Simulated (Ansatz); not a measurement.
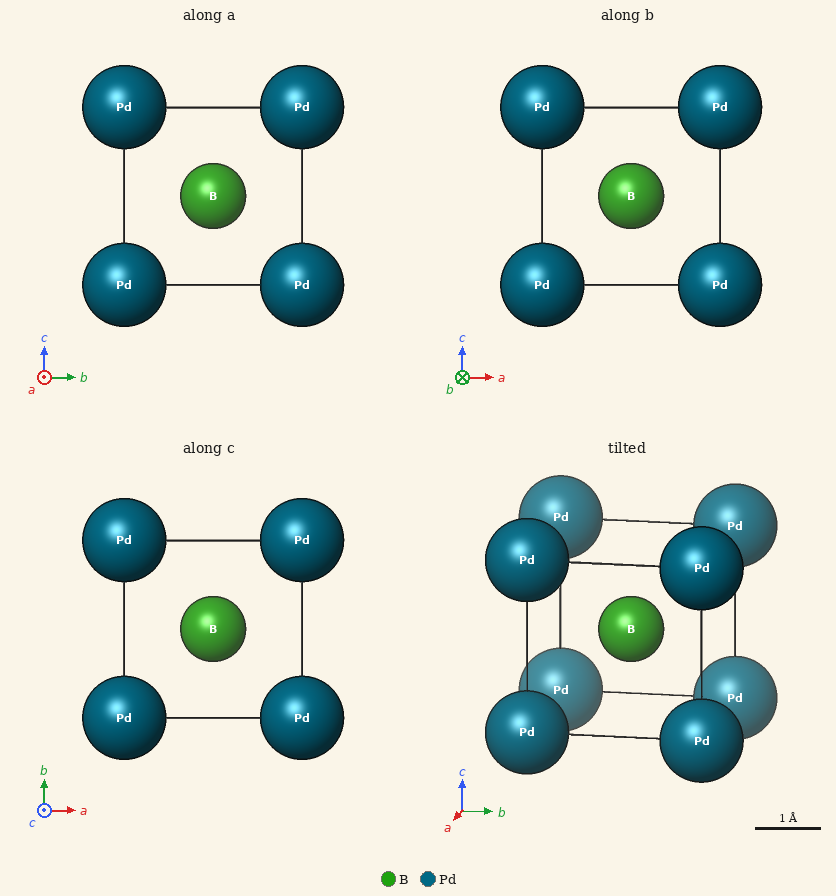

Spheres-only representation of a periodic structure, projected along the a axis, along the b axis, along the c axis and slightly off an axis. One conventional unit cell is framed, with atoms on its boundary repeated.

Lattice parameters: a = 2.7442 Å, b = 2.7442 Å, c = 2.7442 Å, α = 90.000°, β = 90.000°, γ = 90.000°.

### Record the structure as a CIF in P1 with every atom of the cell.

```cif
data_structure
_symmetry_space_group_name_H-M 'P 1'
_symmetry_Int_Tables_number 1
_cell_length_a 2.7442
_cell_length_b 2.7442
_cell_length_c 2.7442
_cell_angle_alpha 90.000
_cell_angle_beta 90.000
_cell_angle_gamma 90.000
_cell_volume 20.67
loop_
_atom_site_label
_atom_site_type_symbol
_atom_site_fract_x
_atom_site_fract_y
_atom_site_fract_z
_atom_site_occupancy
B1 B 0.5000 0.5000 0.5000 1
Pd1 Pd 0.0000 0.0000 0.0000 1
```

Starting structure: a structure type filled with these elements by a generator (whether the compound takes this form wasn't checked). Earlier steps of the study may have refined or changed the cell and positions. Ansatz was used for an electronic-structure calculation on it.
